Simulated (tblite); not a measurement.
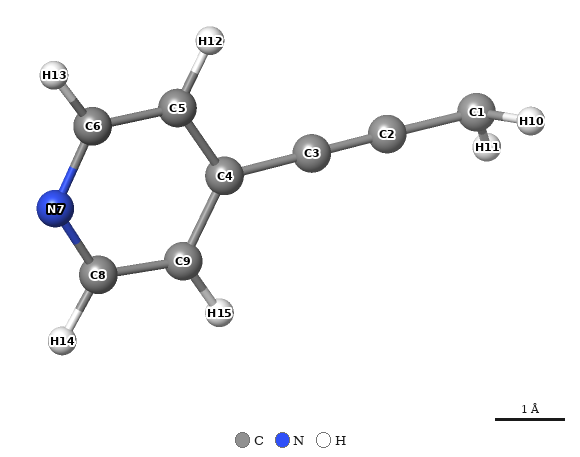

Starting structure of C$_{8}$H$_{6}$N (multiplicity 2). A ball-and-stick model, seen at a tilt.

Level of theory: tblite, GFN2-xTB geometry optimisation, gas phase.

```xyz
15

C    -1.1243    2.6677   -2.6268
C    -0.7073    1.6777   -1.6307
C    -0.3491    0.8331   -0.8009
C     0.0456   -0.1574    0.1321
C    -0.4540   -0.0660    1.4492
C    -0.1023   -1.0020    2.3930
N     0.7214   -1.9901    2.0572
C     1.2197   -2.1035    0.8152
C     0.9013   -1.2088   -0.1839
H    -0.5094    3.5624   -2.5527
H    -1.2137    2.2283   -3.6294
H    -1.1319    0.7617    1.6970
H    -0.4670   -0.9614    3.4317
H     1.8869   -2.9597    0.6195
H     1.2797   -1.2740   -1.1925
```

**What does the optimiser find from here?**

The energy falls by 0.782 eV in 55 geometry steps. The largest move after the best rigid fit is that of H10, 1.02 Å. By element the largest moves are H 1.02 Å, C 0.25 Å, N 0.03 Å. Near-neighbour distances that change, for instance: C1–C2 1.465 → 1.336 Å, C3–C4 1.417 → 1.386 Å, C1–H11 1.098 → 1.076 Å, C4–C9 1.392 → 1.409 Å. Bond angles that change, for instance: C2–C1–H10 110.4° → 121.0°, C2–C1–H11 111.9° → 120.9°, C5–C6–N7 119.4° → 123.9°.

History of the run:

| step | E − E(0), eV |
| --- | --- |
| 0 | 0.0000 |
| 1 | -0.2821 |
| 2 | -0.4237 |
| 3 | -0.5015 |
| 4 | -0.5454 |
| 5 | -0.5782 |
| 6 | -0.5965 |
| 7 | -0.6062 |
| 8 | -0.6161 |
| 9 | -0.6252 |
| 10 | -0.6314 |
| 12 | -0.6400 |
| 15 | -0.6516 |
| 17 | -0.6574 |
| 19 | -0.6710 |
| 22 | -0.6948 |
| 24 | -0.6891 |
| 27 | -0.7260 |
| 29 | -0.7540 |
| 31 | -0.7636 |
| 34 | -0.7735 |
| 36 | -0.7776 |
| 38 | -0.7794 |
| 41 | -0.7809 |
| 43 | -0.7812 |
| 46 | -0.7815 |
| 48 | -0.7816 |
| 50 | -0.7817 |
| 53 | -0.7819 |
| 55 | -0.7819 |

Final geometry:

```xyz
15

C    -0.8965    2.5562   -2.6366
C    -0.5829    1.6561   -1.7010
C    -0.2939    0.8262   -0.8355
C     0.0369   -0.1142    0.1272
C    -0.4086    0.0063    1.4587
C    -0.0426   -0.9656    2.3661
N     0.7099   -2.0151    2.0635
C     1.1328   -2.1327    0.8118
C     0.8357   -1.2315   -0.1888
H    -1.5090    3.4092   -2.4016
H    -0.5451    2.4483   -3.6481
H    -1.0216    0.8454    1.7497
H    -0.3651   -0.9094    3.3983
H     1.7436   -3.0033    0.6089
H     1.2020   -1.3679   -1.1947
```

After the run, drawn alike:

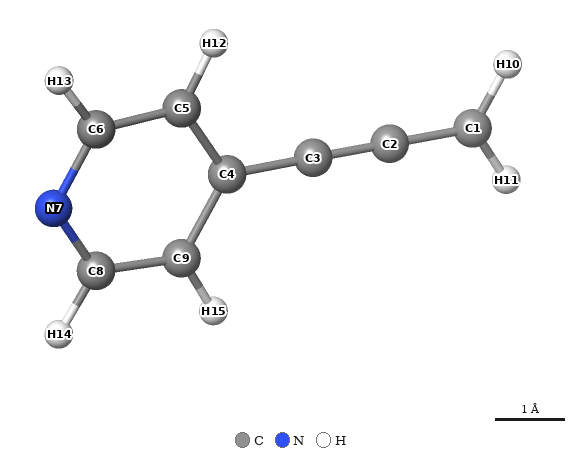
